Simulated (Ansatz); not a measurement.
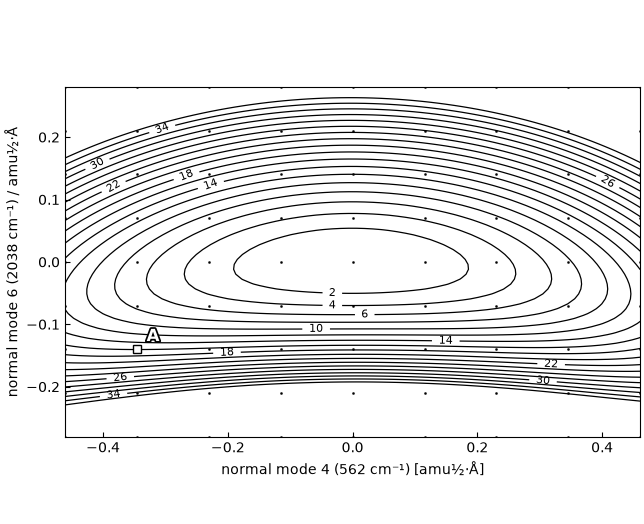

ClGaHO, SMILES [O][GaH][Cl], spin multiplicity 2. Coordinates scanned: (1) normal mode 4 (562 cm⁻¹); (2) normal mode 6 (2038 cm⁻¹). Nothing is relaxed (straight displacements along the two mass-weighted modes). The grid has 9 × 9 points. Points are written as (first, second). Energies are in kJ/mol, from the relaxed molecule at the same level. The calculation used UKS B3LYP-D4/def2-SVP in Ansatz 0.2.0.

In the figure: contour lines labelled in kJ/mol (none above 36), dots at the grid points, the point A. Between grid points the surface is interpolated.

Is A at rest? If not, where is it pushed?

Answer. A, at (−0.346 amu½·Å, −0.14 amu½·Å), is not a stationary point. The computed force is nearly zero along normal mode 4 (562 cm⁻¹) and 185 kJ/mol for each amu½·Å towards larger values of normal mode 6 (2038 cm⁻¹).
